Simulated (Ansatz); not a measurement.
**BaTiO3 (R3m): G0W0 under other settings**

Aim: change settings of a G0W0 run on BaTiO3 (R3m) and see what moves.

Program: Ansatz 0.2.0. Level of theory: G0W0 on r2SCAN, plane waves, PAW. Results are calculated unless marked as measured.

## 1. Starting point

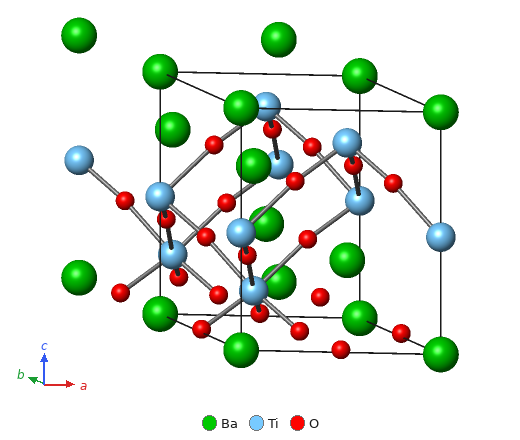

The starting structure, seen slightly off an axis (barium green, titanium blue, oxygen red). 1×2×1 cells are drawn. This picture shows the conventional cell, with its axes. Some periodic images of atoms are drawn too.

Coordinates:

```cif
data_structure
_symmetry_space_group_name_H-M 'P 1'
_symmetry_Int_Tables_number 1
_cell_length_a 4.0042
_cell_length_b 4.0042
_cell_length_c 4.0042
_cell_angle_alpha 89.837
_cell_angle_beta 89.837
_cell_angle_gamma 89.837
_cell_volume 64.20
loop_
_atom_site_label
_atom_site_type_symbol
_atom_site_fract_x
_atom_site_fract_y
_atom_site_fract_z
_atom_site_occupancy
Ba1 Ba 0.00000 0.00000 0.00000 1
Ti2 Ti 0.48450 0.48450 0.48450 1
O3 O 0.50860 0.50860 0.01750 1
O4 O 0.01750 0.50860 0.50860 1
O5 O 0.50860 0.01750 0.50860 1
```

The cell and positions come from the Crystallography Open Database and are kept as given unless a step says otherwise. Spin-orbit coupling is left out unless a step names it. The default PAW set here is soft_2. Its files were made with PBE.

## 2. The base run: 4×4×4 mesh, 236 empty bands, screening to 138 eV

Now the one-shot GW correction: screening in the RPA, then the self-energy of the levels asked for.

File input.yaml:

```yaml
crystal:
  lattice:
    - [2.8273666084, 1.6323808724, 2.3183934932]
    - [-2.8273666084, 1.6323808724, 2.3183934932]
    - [0.0, -3.2647617449, 2.3183934932]
  atoms:
    - { symbol: Ba, position: [0.0, 0.0, 0.0] }
    - { symbol: Ti, position: [0.4845, 0.4845, 0.4845] }
    - { symbol: O, position: [0.5086, 0.5086, 0.0175] }
    - { symbol: O, position: [0.0175, 0.5086, 0.5086] }
    - { symbol: O, position: [0.5086, 0.0175, 0.5086] }
kpoints:
  mp_grid: { grid: [4, 4, 4] }
hamiltonian:
  xc: r2scan
scf:
  occupations: { method: fixed }
gw:
  n_empty_bands: 236
  ecut_chi: 138
  qp_bands: [v2, c2]
  qp_kpoints: band_edges
  screening: { model: contour_deformation }
```

Launch:

```sh
ansatz run input.yaml --threads 3 --pin off --max-ram 92160MiB --backend cuda --events-out ev --progress --plain --runs-dir out --devices 1 --max-vram 13GiB  # rebuilt from the run's record
```

Numbers of over 12 decimals in the logs are rounded to 6 here.

Output:

```text
GPUs: using 1 of 1 available (devices: 1).
Engine: ansatz 0.2.0, x86_64-unknown-linux-gnu
Pseudopotentials: kind: paw
Pseudopotential: Ba, paw, valence charge 10, recommended cutoff 500 eV (meta_gga), Ba.paw.azcp
Pseudopotential: Ti, paw, valence charge 12, recommended cutoff 500 eV (meta_gga), Ti.paw.azcp
Pseudopotential: O, paw, valence charge 6, recommended cutoff 500 eV (meta_gga), O.paw.azcp
Functional definition: r2SCAN
  parameter k0 = 0.174
  parameter k1 = 0.065
  parameter a1 = 4.9479
  exchange = r2scan_x(k0 = k0, k1 = k1, a1 = a1)
  correlation = r2scan_c
device memory: the entry about to start is reckoned to put 0.9 GiB on a device that reports 51.4 GiB free (of which the cap on the GPU budget leaves the run 13.0 GiB)
GPU FFT provider: cuFFT
GPU libraries: cuBLAS 13.8.2, cuFFT 12.4.0, cuSOLVER 12.3.4
Crystal: 5 atoms, lattice volume = 64.201 Å³
Basis set: ecut = 500 eV, 1647 PW (Γ), exchange–correlation on 120×120×120 points (64 copies of the dense FFT grid, shifted against one another)
Bands: 25, of which v1, the nominal top of the filled ones, is band 20 counted from 1 (19 counted from 0)
Symmetry: 6 space group operations
Space group: R3m (ITA 160), of the structure as read, at distance tolerance 4.0e-5 Å
k-points: 13 of 64 (time reversal used)
Non-local potential: Ba, projectors of the file, l = 0: 3, l = 1: 2, l = 2: 2, l = 3: 2
Non-local potential: Ti, projectors of the file, l = 0: 3, l = 1: 2, l = 2: 3, l = 3: 1
Non-local potential: O, projectors of the file, l = 0: 2, l = 1: 2, l = 2: 1
PAW form: soft (Blöchl's): semilocal exchange-correlation on the pseudo side does not see the compensation charge
PAW frozen core: Ba, regenerated for the run's functional (the file was generated under x = pbe(κ = 0.804, μ = 0.219515), c = pbe(β = 0.066725))
PAW frozen core: Ti, regenerated for the run's functional (the file was generated under x = pbe(κ = 0.804, μ = 0.219515), c = pbe(β = 0.066725))
PAW frozen core: O, regenerated for the run's functional (the file was generated under x = pbe(κ = 0.804, μ = 0.219515), c = pbe(β = 0.066725))
PAW one-centre angular grid: Ba, 302 points (default); XC on 160 Gauss nodes
PAW one-centre angular grid: Ti, 590 points (default); XC on 160 Gauss nodes
PAW one-centre angular grid: O, 302 points (default); XC on 160 Gauss nodes
Initial density: superposition of atomic densities (neutral atoms: chi_scale 0, normalization atom), corrected by the library's trained network
Initial wavefunctions: pseudopotential atomic-orbital guess
GPU buffer pool allocated for 27000 grid points (all kernels)
GPU transforms: local potential and band sums: pruned to the plane-wave sphere, on 30×30×30
Functional: x = r2scan, c = r2scan; τ floored in thin density (d = 2e-4 eV/Å³)
[...]
E_aug_tail   = 0.003067  (compensation charges beyond the density's cutoff)
  E_vtau       = 36.820934  (kinetic-family band-sum trace: ∫τ·v_τ [+ j·A + Jᵃ·Aᵃ] dr)
  E_ewald      = -2809.213684
  E_core_change = -0.278864  (= ΣΔE_core)
  E_smearing   = -0.000000  (= −TS)
  E_closure    = -0.000000  (closes the sum)
  Σ components = -10183.827721   (vs F -10183.827721, Δ=0.00e0)
--- Band table (eV; the first three rows and the last of 13) ---
  k-point 0: bands = [... 16 lower, 8.8042, 9.4350, 9.5490, 9.5490, 12.7147, 12.7147, 12.8515, 14.7904, ... 1 higher]
  k-point 1: bands = [... 16 lower, 8.5019, 8.7202, 9.2895, 9.3088, 12.7962, 13.3851, 13.4741, 14.7829, ... 1 higher]
  k-point 2: bands = [... 16 lower, 8.2694, 8.3293, 8.9788, 9.0922, 12.8595, 14.0931, 14.1933, 14.7548, ... 1 higher]
  k-point 12: bands = [... 16 lower, 7.6166, 9.9033, 9.9033, 9.9174, 14.6501, 14.8061, 14.8061, 17.2667, ... 1 higher]
--- G₀W₀: contour deformation, 6 samples at zero and on the imaginary axis and 1 off it, 64 q-points, 236 empty bands' worth ---
  eigenvalues of the whole cell's RPA ε∞ on this k-mesh (on a slab, of 1 + 4πα/V) = 4.7399, 5.1337, 5.1337; static W/v taken at q = 0 is 0.200073
  bands read: the sum over 256 bands ends inside a degenerate multiplet in 1 slot, whose members it reads at an even weight; the widest, k=7: bands 256 to 257 (counted from 1) at 1/2 each
  gw.qp_kpoints: band_edges: 11 of 13 stored k-points solved, in 1 pass; an edge of the gap read off the rows below is read off those points alone
    valence top: of the k-points left out ik 7 came nearest to being solved in a further pass, in band 20 (counted from 1, as in the quasiparticle table): it holds the edge there only if its correction is more favourable than any solved in that band by at least 0.587 eV; those differ by 0.066 eV
    conduction bottom: of the k-points left out ik 9 came nearest to being solved in a further pass, in band 21 (counted from 1, as in the quasiparticle table): it holds the edge there only if its correction is more favourable than any solved in that band by at least 0.933 eV; those differ by 0.121 eV
    ik  band        ε_KS         Σx   Σc(E_QP)       V_xc       Z   E_QP_lin       E_QP  E_QP is
     0    19      9.5490   -25.9150     4.1002   -21.6810  0.7433     9.4149     9.4151  root
     0    20      9.5490   -25.9150     4.1002   -21.6810  0.7433     9.4149     9.4151  root
     0    21     12.7147   -12.9312    -6.1246   -20.1616  0.7497    13.8402    13.8205  root
     0    22     12.7147   -12.9312    -6.1246   -20.1616  0.7497    13.8402    13.8205  root
     1    19      9.2895   -25.4164     4.0318   -21.2214  0.7413     9.1258     9.1263  root
     1    20      9.3088   -25.8606     4.2019   -21.5090  0.7413     9.1587     9.1590  root
     1    21     12.7962   -13.1226    -6.1747   -20.4154  0.7472    13.9349    13.9142  root
     1    22     13.3851   -13.8425    -6.3990   -21.4142  0.7339    14.5839    14.5578  root
[...]
12    19      9.9033   -25.8945     4.5417   -21.2240  0.7364     9.7743     9.7745  root
    12    20      9.9174   -25.9199     4.5526   -21.2390  0.7365     9.7888     9.7890  root
    12    21     14.6501   -14.5100    -7.3970   -23.1315  0.6986    15.9181    15.8746  root
    12    22     14.8061   -14.5936    -7.4706   -23.2968  0.6960    16.0845    16.0387  root
[key lines of the parts left out:]
SCF converged after 7 iterations
Free energy (F): -10183.827721 eV
Fermi energy:    9.917450 eV
```

Run time: 14 s. Hardware: 1 × NVIDIA H100 80GB HBM3 (shared by 6 runs) with 3 threads of AMD EPYC 7R13 (Zen 3), shared host; peak memory 1.4 GiB.

In the SCF lines HF is the Harris–Foulkes energy and dr2 the Hartree energy of the density residual, in eV; the loop may stop once dr2 is under the threshold and the program's other checks hold. Hψ counts applications of the Hamiltonian.

Numbers from this step:

- bands summed: 256
- RPA ε∞ on this mesh (eigenvalues): 4.740, 5.134, 5.134
- plane waves in the screening matrix: 251
- q-points in the mesh: 64
- G0W0 gap on the mesh: 4.031 eV
- k of the valence top: -0.5, -0.5, -0.5
- k of the conduction bottom: 0, 0, 0
- starting gap on the mesh: 2.797 eV
- Z at the valence top: 0.7365
- Z at the conduction bottom: 0.7497
- least direct G0W0 gap on the computed points: 4.405 eV

The gap on the mesh goes from 2.80 eV to 4.03 eV, a correction of +1.23 eV. Between the two edge states, bare exchange in place of the xc potential would open the gap by 11.91 eV, and correlation takes back 10.68 eV.

## 3. Variant: all filled levels at the zone centre

Changes to input.yaml since step 2:

```diff
@@ -18,6 +18,6 @@
 gw:
-  n_empty_bands: 236
-  ecut_chi: 138
-  qp_bands: [v2, c2]
-  qp_kpoints: band_edges
+  n_empty_bands: 145
+  ecut_chi: 100
+  qp_bands: [lowest, c2]
+  qp_kpoints: [[0, 0, 0]]
   screening: { model: contour_deformation }
```

Output:

```text
GPUs: using 1 of 1 available (devices: 1).
[...]
GPU FFT provider: cuFFT
GPU libraries: cuBLAS 13.8.2, cuFFT 12.4.0, cuSOLVER 12.3.4
Crystal: 5 atoms, lattice volume = 64.201 Å³
Basis set: ecut = 500 eV, 1647 PW (Γ), exchange–correlation on 120×120×120 points (64 copies of the dense FFT grid, shifted against one another)
Bands: 25, of which v1, the nominal top of the filled ones, is band 20 counted from 1 (19 counted from 0)
[... 1 set-up line as in the run before ...]
[...]
k-points: 13 of 64 (time reversal used)
[...]
GPU buffer pool allocated for 27000 grid points (all kernels)
[...]
SCF iter   1: F=—  HF=-10183.725294 eV  |F-HF|=—  |Δ(HF+E_count)|=         —  Δρ=2.09e-2  dr2=3.52e-1  dr2_τ=2.49e-1  ethr=1.77e-3  ⟨swp⟩=4.8  Hψ=1398  notcnv=0  defer=24
[...]
SCF iter   7: F=-10183.827721 eV  HF=-10183.827721 eV  |F-HF|=8.44e-9  |Δ(HF+E_count)|=   4.10e-7  Δρ=8.04e-6  dr2=2.62e-8  dr2_τ=3.81e-9  ethr=2.50e-10  ⟨swp⟩=7.2  Hψ=1617  notcnv=0
SCF 1 converged in 7 iterations: F = -10183.827721 eV  dr2 = 2.62e-8
[...]
NSCF: frozen V_eff on 13 k-points, pencils in batches of 32, up to order 100
[...]
NSCF: frozen V_eff on 13 k-points
G₀W₀ screening: q 1/13
[... further progress lines ...]
[...]
SCF converged after 7 iterations
Free energy (F): -10183.827721 eV
[...]
Internal energy: -10183.827721 eV  (E = F + TS)
E sigma→0 (E₀):  -10183.827721 eV
Fermi energy:    9.917450 eV
[...]
--- Band table (eV; the first three rows and the last of 13) ---
  k-point 0: bands = [... 16 lower, 8.8042, 9.4350, 9.5490, 9.5490, 12.7147, 12.7147, 12.8515, 14.7904, ... 1 higher]
  k-point 1: bands = [... 16 lower, 8.5019, 8.7202, 9.2895, 9.3088, 12.7962, 13.3851, 13.4741, 14.7829, ... 1 higher]
  k-point 2: bands = [... 16 lower, 8.2694, 8.3293, 8.9788, 9.0922, 12.8595, 14.0931, 14.1933, 14.7548, ... 1 higher]
  k-point 12: bands = [... 16 lower, 7.6166, 9.9033, 9.9033, 9.9174, 14.6501, 14.8061, 14.8061, 17.2667, ... 1 higher]
[...]
`?` marks the rows in doubt; gw_qp.tsv's column doubts and the gw_qp event give each row's grounds
[...]
0     1    -48.5697   -47.8474    14.4627   -33.2062  0.5883   -48.7487   -48.7482  root ?
     0     2    -23.7640   -39.3148     9.0841   -29.8420  0.6220   -24.1560   -24.1527  root
     0     3    -23.7640   -39.3148     9.0841   -29.8420  0.6220   -24.1560   -24.1527  root
     0     4    -23.7600   -39.2801     9.0831   -29.8575  0.6284   -24.1022   -24.0995  root
     0     5    -15.3738   -30.6440     8.2385   -22.0528  0.7477   -15.7231   -15.7264  root
     0     6     -7.8349   -33.1038     9.7591   -23.1193  0.6738    -8.0612    -8.0602  root
     0     7     -7.2136   -33.5481     9.7210   -23.6295  0.7084    -7.4110    -7.4111  root
     0     8     -7.2136   -33.5481     9.7210   -23.6295  0.7084    -7.4110    -7.4111  root
     0     9     -0.1492   -23.6844     3.8744   -18.7091  0.7909    -1.2819    -1.2500  root
[...]
0    19      9.5490   -25.9150     4.2734   -21.6810  0.7463     9.5884     9.5884  root
     0    20      9.5490   -25.9150     4.2734   -21.6810  0.7463     9.5884     9.5884  root
     0    21     12.7147   -12.9312    -5.9563   -20.1616  0.7517    14.0154    13.9888  root
     0    22     12.7147   -12.9312    -5.9563   -20.1616  0.7517    14.0154    13.9888  root
```

It took 16 s on 1 × NVIDIA H100 80GB HBM3 (shared by 6 runs) with 3 threads; peak memory 1.2 GiB; 13 s of CPU time.

Absolute levels on the run's own zero. QP, by row:

```csv
k index,band,KS (eV),Sigma_x (eV),Sigma_c (eV),Vxc (eV),Z,QP linearised (eV),QP (eV),source,doubts
0,1,-48.57,-47.85,14.46,-33.21,0.5883,-48.75,-48.75,root,z_under_floor
0,2,-23.76,-39.31,9.084,-29.84,0.622,-24.16,-24.15,root,
0,3,-23.76,-39.31,9.084,-29.84,0.622,-24.16,-24.15,root,
0,4,-23.76,-39.28,9.083,-29.86,0.6284,-24.1,-24.1,root,
0,5,-15.37,-30.64,8.239,-22.05,0.7477,-15.72,-15.73,root,
0,6,-7.835,-33.1,9.759,-23.12,0.6738,-8.061,-8.06,root,
0,7,-7.214,-33.55,9.721,-23.63,0.7084,-7.411,-7.411,root,
0,8,-7.214,-33.55,9.721,-23.63,0.7084,-7.411,-7.411,root,
0,9,-0.1492,-23.68,3.874,-18.71,0.7909,-1.282,-1.25,root,
0,10,-0.1492,-23.68,3.874,-18.71,0.7909,-1.282,-1.25,root,
0,11,-0.148,-23.68,3.864,-18.72,0.7895,-1.279,-1.248,root,
0,12,7.684,-25.48,4.793,-20.49,0.7322,7.486,7.486,root,
0,13,7.684,-25.48,4.793,-20.49,0.7322,7.486,7.486,root,
0,14,7.686,-25.42,4.773,-20.44,0.7331,7.484,7.485,root,
0,15,8.575,-24.63,4.65,-19.9,0.7246,8.497,8.497,root,
0,16,8.575,-24.63,4.65,-19.9,0.7246,8.497,8.497,root,
0,17,8.804,-24.84,4.79,-19.98,0.7288,8.732,8.732,root,
0,18,9.435,-25.3,4.021,-21.29,0.7448,9.449,9.449,root,
0,19,9.549,-25.91,4.273,-21.68,0.7463,9.588,9.588,root,
0,20,9.549,-25.91,4.273,-21.68,0.7463,9.588,9.588,root,
0,21,12.71,-12.93,-5.956,-20.16,0.7517,14.02,13.99,root,
0,22,12.71,-12.93,-5.956,-20.16,0.7517,14.02,13.99,root,
```

Against the base:

| setting | base | variant |
| --- | --- | --- |
| empty bands | 236 | 145 |
| screening cutoff (eV) | 138 | 100 |
| levels asked | v2 to c2 | lowest to c2 |
| points asked | band edges | [[0, 0, 0]] |

## 4. What came out

| Quantity | Value |
| --- | --- |
| base | 4.03 eV, 14 s |
| all filled levels at the zone centre | direct gap at the listed points 4.40 eV, 16 s |

In words: All filled levels at the zone centre: only the listed points were computed; the least direct gap there is 4.40 eV, with empty bands, screening cutoff, levels asked and points asked changed against the base. All runs here use a coarse mesh and modest cutoffs; they test settings and are not final values. The 4×4×4 mesh is coarse for this cell (its supercell is 16 Å along the shortest edge). The RPA ε∞ on it, from the r2SCAN start, is 4.74 and 5.13; such meshes misread the long-range screening, most where the gap is narrow. The many-body steps are scalar-relativistic: spin-orbit coupling is not in them.

[Paths, hosts, dates, memory and timing lines, banners, echoed tables and standing remarks are left out of the program output.]

[Logs are printed without paths, hosts, clocks, repeated set-up lines and the standing remarks that a program may print on its own settings, such as how far it seeks lower states.]

[Runs of the session that timed out or met a known fault of the program may be left out.]

[Cells called generated may have been cut or substituted from an entry of the Crystallography Open Database or the Materials Project.]

[Hosts, paths, dates, database ids (printed as entryN), source tags and the programs' standing remarks are cut or masked in the printed files.]
